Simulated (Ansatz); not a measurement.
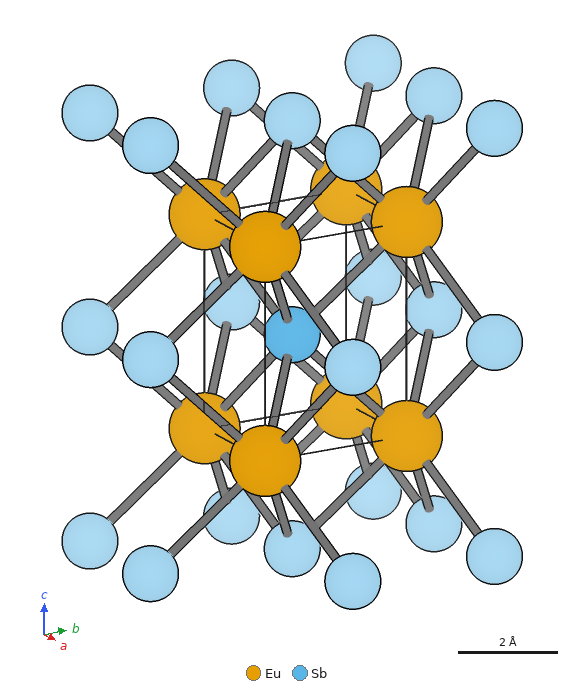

Shown here is a ball-and-stick view of the crystal, taken slightly off an axis. The frame is the conventional unit cell; atoms at its boundary are shown with their periodic copies. Periodic images bonded to atoms of the box are shown as well, in fainter colours.

EuSb, tungsten carbide (WC) type, space group P-6m2 (No. 187), a = 4.214 Å, b = 4.214 Å, c = 4.404 Å, α = 90.00°, β = 90.00°, γ = 120.00°. Starting structure: a structure type filled with these elements by a generator (whether the compound takes this form wasn't checked). Earlier steps of the study, as a rule a relaxation of our own, may have changed the cell and positions, so they can lie some per cent off the listed ones. Ansatz was used for an electronic-structure calculation on it.

This one geometry was computed with Ansatz (DFT, plane waves, PAW) at three levels of theory: PBEsol, LDA and PBE.

### Which level gives the highest pressure at this volume, and what does that say about its equilibrium volume?

Highest: PBE (0.0 GPa), which points to the largest equilibrium volume. Lowest, with the smallest volume: LDA (-3.7 GPa). Levels within 0.5 GPa of each other can't be told apart.

### How does the band gap change with the level of theory?

All levels give a metal.

### Collect the results in a table.

| level | cutoff (eV) | k-mesh of the run's cell | gap (eV) | pressure (GPa) | absolute moment (μB/atom) |
| --- | --- | --- | --- | --- | --- |
| PBEsol | 420 | 10×10×4 | metal | -2.2 | 3.50 |
| LDA | 420 | 10×10×4 | metal | -3.7 | 3.49 |
| PBE | 420 | 10×10×4 | metal | 0.0 | 3.51 |

Gaps are taken on the k-mesh or band path of each run.
